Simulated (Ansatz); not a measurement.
# r2SCAN/STO-3G run of SO2 (sulfur dioxide)

What is the electronic atomisation energy of SO2 (sulfur dioxide) at r2SCAN/STO-3G? 

The results are computed with Ansatz 0.2.0.

47 further runs of the same task are left out: 20 that didn't finish, 27 set aside as unsound or not needed.

### Step 1. The system as given

SO2: 3 atoms, total charge 0, spin state singlet. As SMILES, `O=S=O`. The coordinates come from a GFN2-xTB relaxation.

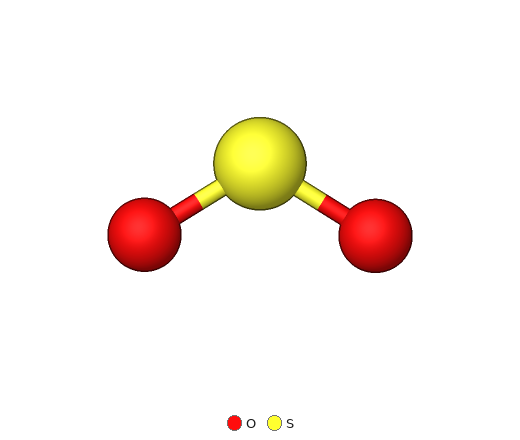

Viewed from a chosen angle; oxygen red, sulfur yellow.

### Step 2. The energy at r2SCAN/STO-3G

The input, run.yaml:

```yaml
crystal:
  periodic: [false, false, false]
  atoms:
    - {symbol: O, position_ang: [-0.970250, 0.629650, -0.459050]}
    - {symbol: S, position_ang: [0.280030, 0.371410, 0.194090]}
    - {symbol: O, position_ang: [0.690220, -1.001060, 0.264960]}
basis:
  gaussian:
    orbitals: STO-3G
hamiltonian:
  xc: r2scan
accuracy: high
```

The run is started by

```sh
$ ansatz run run.yaml --threads 1 --pin off --max-ram 2610MiB --events-out events.jsonl --progress --plain --runs-dir runs
```

What it wrote:

```text
Warning: RAYON_NUM_THREADS=1 ignored (pool sized by the plan → 1); use --threads N
Functional definition: r2SCAN
  name "r2SCAN"
  parameter k0 = 0.174
  parameter k1 = 0.065
  parameter a1 = 4.9479
  exchange = r2scan_x(k0 = k0, k1 = k1, a1 = a1)
  correlation = r2scan_c
336 factors; integrals over basis functions are off by at most 2.4e-8 eV
mean field evaluation 1: about -14738.7989 eV, gradient 4.4e1 eV
mean field evaluation 2: about -14735.2124 eV, gradient 5.2e1 eV
mean field evaluation 4: about -14745.6350 eV, gradient 3.6e0 eV
mean field evaluation 8: about -14745.6456 eV, gradient 2.1e-3 eV
mean field evaluation 16: about -14745.6456 eV, gradient 7.3e-9 eV
mean field -14745.64562867 eV, -541.8924818961 hartree, gradient 9.9e-9 eV, S^2 0.000000; 0 other end points of the search recorded, 0 dependent functions left out
reference -14745.64562882 eV, -541.8924819016 hartree; 16, 16 occupied and 3, 3 virtual orbitals, 336 factors
Total energy: -14745.64562882 eV, -541.8924819016 hartree
```

Wall time 2.2 s (1 thread of AMD EPYC 7R43 (Zen 3), shared host); peak memory 0.14 GiB.

### Step 3. The O atom at the same level

The input, run.yaml:

```yaml
crystal:
  periodic: [false, false, false]
  atoms:
    - symbol: O
      position_ang: [0.000000, 0.000000, 0.000000]
basis:
  gaussian:
    orbitals: STO-3G
magnetization:
  spin_polarized: true
  initial_magnetization: 2
hamiltonian:
  xc: r2scan
accuracy: high
```

Run the same way, it converges to -74.01525 Eh (log not shown).

### Step 4. The S atom at the same level

The input, molecule.yaml:

```yaml
crystal:
  periodic: [false, false, false]
  atoms:
    - {symbol: S, position_ang: [0.000000, 0.000000, 0.000000]}
basis:
  gaussian:
    orbitals: STO-3G
magnetization:
  spin_polarized: true
  initial_magnetization: 2
hamiltonian:
  xc: r2scan
accuracy: high
```

Run the same way, it converges to -393.65620 Eh (log not shown).

### Step 5. Summary of results

At r2SCAN/STO-3G:

| quantity | value |
| --- | --- |
| molecule: total energy | -541.89248 Eh |
| O atom: total energy | -74.01525 Eh |
| O atom: ⟨S²⟩ | 2.000 |
| S atom: total energy | -393.65620 Eh |
| S atom: ⟨S²⟩ | 2.000 |
| electronic atomisation energy | 5.599 eV |

Taking the molecule apart into free atoms costs 5.60 eV (540 kJ/mol), before zero-point energy and without spin-orbit coupling. In a minimal basis such a difference can be off by several eV, whatever the method.
